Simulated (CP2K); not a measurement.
# C2HF2O+ (SMILES [O+]#CC(F)F): RM1

Aim: the energy change on altering one bond length of C2HF2O+ at RM1, from 2 runs. 

Program for the calculation: CP2K 2026.2.

2 further runs of the same task are left out: 1 that didn't finish, 1 set aside as unsound or not needed.

## (1) The system as given

C2HF2O+: 6 atoms, total charge +1, spin state singlet. As SMILES, `[O+]#CC(F)F`. The shape is that of a GFN2-xTB optimisation.

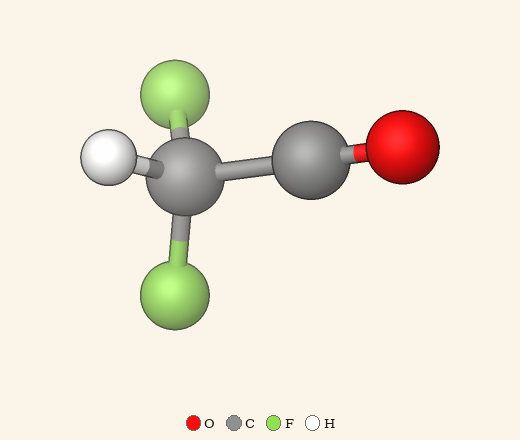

Viewed from a chosen angle; oxygen red, carbon grey, fluorine green, hydrogen white.

## (2) Energy and forces at RM1

Contents of qs.inp:

```
&GLOBAL
    PROJECT_NAME qs
    RUN_TYPE ENERGY_FORCE
    PRINT_LEVEL MEDIUM
&END GLOBAL

&FORCE_EVAL
    METHOD QS
    &DFT
        CHARGE 1
        MULTIPLICITY 1
        &QS
            METHOD RM1
            EPS_DEFAULT 1.0E-10
            &SE
                &COULOMB
                    CUTOFF [angstrom] 50
                    RC_RANGE [angstrom] 0
                &END COULOMB
                &EXCHANGE
                    CUTOFF [angstrom] 50
                    RC_RANGE [angstrom] 0
                &END EXCHANGE
            &END SE
        &END QS
        &POISSON
            PERIODIC NONE
            POISSON_SOLVER ANALYTIC
        &END POISSON
        &SCF
            SCF_GUESS ATOMIC
            EPS_SCF 1.0E-06
            MAX_SCF 80
            ADDED_MOS 8
            &DIAGONALIZATION
                ALGORITHM STANDARD
            &END DIAGONALIZATION
            &MIXING
                METHOD DIRECT_P_MIXING
                ALPHA 0.4
            &END MIXING
        &END SCF
        &PRINT
            &MOMENTS
                PERIODIC F
                REFERENCE COM
                MAX_MOMENT 1
            &END MOMENTS
            &MO ON
                ENERGIES T
                OCCUPATION_NUMBERS T
                NDIGITS 6
                &EACH
                    QS_SCF 0
                &END EACH
                ADD_LAST NUMERIC
            &END MO
            &HIRSHFELD OFF
            &END HIRSHFELD
        &END PRINT
    &END DFT
    &SUBSYS
        &CELL
            ABC [angstrom] 14.1 15.1 13.8
            PERIODIC NONE
        &END CELL
        &COORD
            O      0.465450    -1.990730     0.542440
            C      0.222310    -0.955890     0.253920
            C     -0.102610     0.454570    -0.088660
            F     -1.300550     0.501570    -0.659340
            F      0.828580     0.929270    -0.908460
            H     -0.113180     1.061200     0.860100
        &END COORD
        &TOPOLOGY
            &CENTER_COORDINATES
            &END CENTER_COORDINATES
        &END TOPOLOGY
    &END SUBSYS
    &PRINT
        &FORCES ON
        &END FORCES
    &END PRINT
&END FORCE_EVAL
```

Launch:

```sh
OMP_NUM_THREADS=1 cp2k.psmp -i qs.inp > qs.out 2>&1
```

Log:

```text
CP2K| version string:                                       CP2K version 2026.2
[...]
 GLOBAL| Method name                                                        CP2K
[...]
 GLOBAL| Run type                                                   ENERGY_FORCE
[...]
 *** WARNING in qs_environment.F:2210 :: More added MOs requested than     ***
 *** available. The full set of unoccupied MOs will be used. Use           ***
 *** 'ADDED_MOS -1' to always use all available MOs and to get rid of this ***
[...]
                             - Atoms:                                          6
[...]
                             - Spherical basis functions:                     21
[...]
 Number of electrons:                                                         28
[...]
     1 P_Mix/Diag. 0.40E+00    0.0     0.74026066       -50.6792307766 -5.07E+01
[...]
    18 DIIS/Diag.  0.86E-07    0.0     0.00000017       -56.8159660724 -8.55E-12
  *** SCF run converged in    18 steps ***
  Core-core repulsion energy [eV]:                           2166.73868030257700
  Core Hamiltonian energy [eV]:                             -2545.69628998376629
  Two-electron integral energy [eV]:                        -2334.16690459143456
  Electronic energy [eV]:                                   -3712.77974227948334
  Total energy [eV]:                                        -1546.04106197690658
  Atomic reference energy [eV]:                              1550.22848151587664
  Heat of formation [kcal/mol]:                                96.56419622141033
[...]
 SE_DIPOLE| Moment [Debye]         -0.93735510       2.58367533      -3.58443981
 SE_DIPOLE| Derivative [a.u.]       0.00000000       0.00000000       0.00000000
 ENERGY| Total FORCE_EVAL ( QS ) energy [hartree]            -56.815966072390914
 FORCES| Atomic forces [hartree/bohr]
 FORCES|   Atom     x               y               z               |f|
 FORCES|      1  8.49190418E-03 -3.58866008E-02  1.04582611E-02   3.83319159E-02
 FORCES|      2  1.57002643E-03 -1.00824719E-02 -2.81094138E-03   1.05840736E-02
 FORCES|      3 -6.68851188E-03  4.35571927E-02  1.19840505E-02   4.56681803E-02
 FORCES|      4 -2.49486276E-04  2.58523484E-05 -1.59190715E-02   1.59210474E-02
 FORCES|      5 -3.82043997E-03 -7.05642283E-04 -1.51892422E-02   1.56782260E-02
 FORCES|      6  6.96507513E-04  3.09167000E-03  1.14769436E-02   1.19064596E-02
 FORCES| Sum     1.97064587E-15 -1.11022302E-16 -6.66133815E-16
 FORCES| Total atomic force                                       2.08314794E-15
[...]
```

Run time: 0.26 s. Hardware: 1 thread of Arm Neoverse V1, shared host.

## (3) The distorted shape

Contents of run.inp:

```
&GLOBAL
    PROJECT_NAME run
    RUN_TYPE ENERGY_FORCE
    PRINT_LEVEL MEDIUM
&END GLOBAL

&FORCE_EVAL
    METHOD Quickstep
    &DFT
        CHARGE 1
        &QS
            METHOD RM1
            EPS_DEFAULT 1.0E-10
            &SE
                &COULOMB
                    CUTOFF [angstrom] 50
                    RC_RANGE [angstrom] 0
                &END COULOMB
                &EXCHANGE
                    CUTOFF [angstrom] 50
                    RC_RANGE [angstrom] 0
                &END EXCHANGE
            &END SE
        &END QS
        # cluster boundary conditions
        &POISSON
            PERIODIC NONE
            POISSON_SOLVER ANALYTIC
        &END POISSON
        # SCF settings
        &SCF
            SCF_GUESS ATOMIC
            EPS_SCF 1.0E-06
            MAX_SCF 80
            ADDED_MOS 8
            &DIAGONALIZATION
                ALGORITHM STANDARD
            &END DIAGONALIZATION
            &MIXING
                METHOD DIRECT_P_MIXING
                ALPHA 0.4
            &END MIXING
        &END SCF
        &PRINT
            &MOMENTS
                PERIODIC F
                REFERENCE COM
                MAX_MOMENT 1
            &END MOMENTS
            &MO ON
                ENERGIES T
                OCCUPATION_NUMBERS T
                NDIGITS 6
                &EACH
                    QS_SCF 0
                &END EACH
                ADD_LAST NUMERIC
            &END MO
            &HIRSHFELD OFF
            &END HIRSHFELD
        &END PRINT
    &END DFT
    &SUBSYS
        # box in angstrom
        &CELL
            ABC 14.2 15.1 13.9
            PERIODIC NONE
        &END CELL
        &COORD
            O      0.372324    -2.038203     0.624426
            C      0.129184    -1.003363     0.335906
            C     -0.195736     0.407097    -0.006674
            F     -1.393676     0.454097    -0.577354
            F      0.828580     0.929270    -0.908460
            H     -0.206306     1.013727     0.942086
        &END COORD
        &TOPOLOGY
            &CENTER_COORDINATES
            &END CENTER_COORDINATES
        &END TOPOLOGY
    &END SUBSYS
    # extra output
    &PRINT
        &FORCES ON
        &END FORCES
    &END PRINT
&END FORCE_EVAL
```

Launch:

```sh
OMP_NUM_THREADS=1 cp2k.psmp run.inp > run.out
```

Log:

```text
CP2K| version string:                                       CP2K version 2026.2
[...]
 GLOBAL| Method name                                                        CP2K
[...]
 GLOBAL| Run type                                                   ENERGY_FORCE
[...]
 *** WARNING in qs_environment.F:2210 :: More added MOs requested than     ***
 *** available. The full set of unoccupied MOs will be used. Use           ***
 *** 'ADDED_MOS -1' to always use all available MOs and to get rid of this ***
[...]
                             - Atoms:                                          6
[...]
                             - Spherical basis functions:                     21
[...]
 Number of electrons:                                                         28
[...]
     1 P_Mix/Diag. 0.40E+00    0.0     0.74060259       -50.8057265783 -5.08E+01
[...]
    18 DIIS/Diag.  0.33E-06    0.0     0.00000089       -56.7992456701 -4.66E-11
  *** SCF run converged in    18 steps ***
  Core-core repulsion energy [eV]:                           2123.03250988253649
  Core Hamiltonian energy [eV]:                             -2542.45295049600600
  Two-electron integral energy [eV]:                        -2252.33127215688501
  Electronic energy [eV]:                                   -3668.61858657444782
  Total energy [eV]:                                        -1545.58607669191201
  Atomic reference energy [eV]:                              1550.22848151587664
  Heat of formation [kcal/mol]:                               107.05640698013478
[...]
 SE_DIPOLE| Moment [Debye]         -0.63774475       2.80633078      -3.82403197
 SE_DIPOLE| Derivative [a.u.]       0.00000000       0.00000000       0.00000000
 ENERGY| Total FORCE_EVAL ( QS ) energy [hartree]            -56.799245670100269
 FORCES| Atomic forces [hartree/bohr]
 FORCES|   Atom     x               y               z               |f|
 FORCES|      1  8.30920163E-03 -3.60002855E-02  1.05201742E-02   3.84153283E-02
 FORCES|      2  4.86002402E-03  5.38232749E-03 -1.09954920E-02   1.31715651E-02
 FORCES|      3  5.55192384E-02  6.99987709E-02 -5.07897850E-02   1.02770696E-01
 FORCES|      4  1.37817878E-02  2.39585280E-03 -1.48211932E-02   2.03800283E-02
 FORCES|      5 -8.63462862E-02 -4.65093520E-02  5.90669192E-02   1.14488872E-01
 FORCES|      6  3.87603438E-03  4.73268622E-03  7.01937672E-03   9.31094039E-03
 FORCES| Sum     2.77555756E-16  4.44089210E-16 -3.33066907E-16
 FORCES| Total atomic force                                       6.20633538E-16
[...]
```

Wall time 0.26 s (1 thread of Arm Neoverse V1, shared host).

## (4) Outcome

Level: RM1.

```
                                                         quantity           value
                                        first shape: total energy    -56.81597 Eh
                                         first shape: HOMO energy       -20.06 eV
                                         first shape: LUMO energy        -7.55 eV
                                       first shape: HOMO–LUMO gap        12.51 eV
           first shape: heat of formation at this unrelaxed shape   96.6 kcal/mol
                            first shape: largest force on an atom      2.348 eV/Å
                                    distorted shape: total energy    -56.79925 Eh
                                     distorted shape: HOMO energy       -20.21 eV
                                     distorted shape: LUMO energy        -7.65 eV
                                   distorted shape: HOMO–LUMO gap        12.56 eV
       distorted shape: heat of formation at this unrelaxed shape  107.1 kcal/mol
                        distorted shape: largest force on an atom      5.887 eV/Å
energy change with the C3–F5 bond stretched from 1.328 to 1.461 Å        0.455 eV
```

What this shows: With the C3–F5 bond stretched from 1.328 to 1.461 Å the energy rises by 0.45 eV (43.9 kJ/mol). The first shape isn't relaxed at this level, so the change isn't measured from a minimum. The largest force (first shape) is 2.35 eV/Å: the shape isn't a stationary point for this species at this level.
